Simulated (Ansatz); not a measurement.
# One shape, several levels: singlet O2F+

Wanted: a comparison of 6 runs (B3LYP/6-31G*, BHLYP/def2-TZVPPD, BLYP/def2-TZVPPD, PBE/def2-TZVPPD, revPBE/def2-TZVPPD, CCSD/def2-TZVPPD) of singlet O2F+. 

The results are computed with Ansatz 0.2.0.

19 further runs of the same task are left out: 19 set aside as unsound or not needed.

**1. Starting point**

O2F+ has 3 atoms, charge +1, and is taken as a singlet. As SMILES of the parent species, `[O]OF`. Geometry: relaxed at PBE0-D4/def2-TZVP. That shape belongs to the parent species and isn't relaxed for this state.

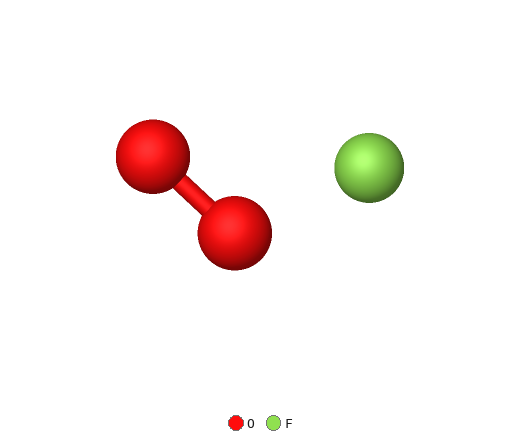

Viewed from a chosen angle; oxygen red, fluorine green.

**2. The energy at B3LYP/6-31G(d) (spherical functions) (run 1)**

input.yaml

```yaml
crystal:
  periodic: [false, false, false]
  atoms:
    - symbol: O
      position_ang: [0.933400, -0.295440, 0.482240]
    - symbol: O
      position_ang: [0.133270, 0.497870, 0.127930]
    - symbol: F
      position_ang: [-1.066650, -0.202430, -0.610160]
basis:
  gaussian:
    orbitals: 6-31G_st_-spherical.json
total_charge: 1
output:
  orbitals: {seedname: orbitals}
accuracy: high
hamiltonian:
  xc: {name: B3LYP}
```

The basis set 6-31G* is read from a file made from the Basis Set Exchange's data (not shown).

Run with:

```sh
$ ansatz run input.yaml --threads 1 --pin off --max-ram 3480MiB --events-out events.jsonl --progress --plain --runs-dir runs
```

The log of the run:

```text
Warning: RAYON_NUM_THREADS=1 ignored (pool sized by the plan → 1); use --threads N
Functional definition: B3LYP
  name "B3LYP"
  parameter a0 = 0.2
  parameter ax = 0.72
  parameter ac = 0.81
  exchange = (1 - a0 - ax)*slater_x + ax*b88_x + a0*exact_x
  correlation = (1 - ac)*vwn_rpa_c + ac*lyp_c
800 factors; integrals over basis functions are off by at most 2.9e-9 eV
mean field evaluation 1: about -6781.8136 eV, gradient 7.0e1 eV
mean field evaluation 2: about -6486.3082 eV, gradient 3.0e2 eV
mean field evaluation 4: about -6790.6119 eV, gradient 2.2e1 eV
mean field evaluation 8: about -6791.4640 eV, gradient 2.8e-1 eV
mean field evaluation 16: about -6791.4579 eV, gradient 1.0e-4 eV
mean field -6791.45791637 eV, -249.5814750111 hartree, gradient 2.4e-8 eV, S^2 0.000000; 0 other end points of the search recorded, 0 dependent functions left out
reference -6791.45793197 eV, -249.5814755844 hartree; 12, 12 occupied and 30, 30 virtual orbitals, 800 factors
Total energy: -6791.45793197 eV, -249.5814755844 hartree
```

Run time: 1.4 s. Hardware: 1 thread of Arm Neoverse V1, shared host; peak memory 0.1 GiB.

**3. The energy at BHLYP/def2-TZVPPD (run 2)**

in.yaml

```yaml
crystal:
  periodic: [false, false, false]
  atoms:
    - {symbol: O, position_ang: [0.933400, -0.295440, 0.482240]}
    - {symbol: O, position_ang: [0.133270, 0.497870, 0.127930]}
    - {symbol: F, position_ang: [-1.066650, -0.202430, -0.610160]}
basis:
  gaussian:
    orbitals: def2-TZVPPD.json
total_charge: 1
hamiltonian:
  xc: {name: BHLYP}
accuracy: high
output: {orbitals: {seedname: orbitals}}
```

The basis set def2-TZVPPD is read from a file made from the Basis Set Exchange's data (not shown).

Run with:

```sh
$ ansatz run in.yaml --threads 1 --pin off --max-ram 3480MiB --events-out events.jsonl --progress --plain --runs-dir runs
```

The log of the run:

```text
Warning: RAYON_NUM_THREADS=1 ignored (pool sized by the plan → 1); use --threads N
Functional definition: BHLYP
  name "BHLYP"
  parameter a = 0.5
  exchange = (1 - a)*b88_x + a*exact_x
  correlation = lyp_c
1818 factors; integrals over basis functions are off by at most 3.7e-9 eV
mean field evaluation 1: about -6780.5796 eV, gradient 7.2e1 eV
mean field evaluation 2: about -6656.4630 eV, gradient 2.4e2 eV
mean field evaluation 4: about -6790.1804 eV, gradient 1.2e1 eV
mean field evaluation 8: about -6790.5169 eV, gradient 3.8e-1 eV
mean field evaluation 16: about -6790.5158 eV, gradient 4.3e-4 eV
mean field -6790.51577194 eV, -249.5468518418 hartree, gradient 3.9e-8 eV, S^2 0.000000; 0 other end points of the search recorded, 0 dependent functions left out
reference -6790.51579385 eV, -249.5468526470 hartree; 12, 12 occupied and 108, 108 virtual orbitals, 1818 factors
Total energy: -6790.51579385 eV, -249.5468526470 hartree
```

Wall time 5.7 s (1 thread of Arm Neoverse V1, shared host); peak memory 0.29 GiB.

Runs 3 to 5 aren't shown in full; the table further down has their settings and results.

**4. The energy at CCSD/def2-TZVPPD (run 6)**

molecule.yaml

```yaml
crystal:
  periodic: [false, false, false]
  atoms:
    - {symbol: O, position_ang: [0.933400, -0.295440, 0.482240]}
    - {symbol: O, position_ang: [0.133270, 0.497870, 0.127930]}
    - {symbol: F, position_ang: [-1.066650, -0.202430, -0.610160]}
basis:
  gaussian:
    orbitals: def2-TZVPPD.json
total_charge: 1
accuracy: high
correlation:
  method: ccsd
  frozen_orbitals: {F: 1, O: 1}
scf:
  omitted_lower_state_checks: [cluster_reference, increment]
```

The basis set def2-TZVPPD is read from a file made from the Basis Set Exchange's data (not shown).

Run with:

```sh
$ ansatz run molecule.yaml --threads 1 --pin off --max-ram 3480MiB --events-out events.jsonl --progress --plain --runs-dir runs
```

The log of the run:

```text
Warning: RAYON_NUM_THREADS=1 ignored (pool sized by the plan → 1); use --threads N
[... 13 lines left out ...]
3 core orbitals not correlated: weight in the atoms' cores, before any rotation towards them, 1.000 or more for the frozen orbitals, at most 0.000 for the correlated occupied ones
[... 35 lines left out ...]
Total energy: -6783.25428638 eV, -249.2799971696 hartree
Checks for a lower state left out: cluster_reference, increment
```

Wall time 22 s (1 thread of Arm Neoverse V1, shared host); peak memory 0.85 GiB.

**5. The series**

```tsv
run	level	frozen core orbitals	energy (Eh)	HOMO energy (eV)	LUMO energy (eV)	HOMO–LUMO gap (eV)	wall time
1	B3LYP/6-31G* (spherical functions)	–	-249.581476	-20.50	-16.54	3.96	1.4 s
2	BHLYP/def2-TZVPPD	–	-249.546853	-22.42	-14.74	7.68	5.7 s
3	BLYP/def2-TZVPPD	–	-249.739988	-18.74	-17.18	1.56	5.1 s
4	PBE/def2-TZVPPD	–	-249.516255	-18.74	-17.22	1.52	4.8 s
5	revPBE/def2-TZVPPD	–	-249.684104	-18.66	-17.12	1.54	4.8 s
6	CCSD/def2-TZVPPD	3	-249.279997	–	–	–	22 s
```

**6. What came out**

| quantity | value |
| --- | --- |
| run 6: total energy | -249.28000 Eh |
| run 6: correlation energy (3 core orbitals frozen) | -761.3 mEh |
| run 6: T1 diagnostic | 0.054 |

In words: Over runs 1, 2, 3, 4, 5 the HOMO–LUMO gap runs from 1.52 eV (PBE/def2-TZVPPD) to 7.68 eV (BHLYP/def2-TZVPPD). Totals of different functionals can't be ranked against each other. In run 6 the T1 diagnostic is large, so a single reference may not serve. In run 6 the log says that unrestricted orbitals would lower the reference, so the values rest on an unstable closed-shell determinant (other closed-shell runs at this shape may share the fault). All runs together took 44 s, the longest 22 s.
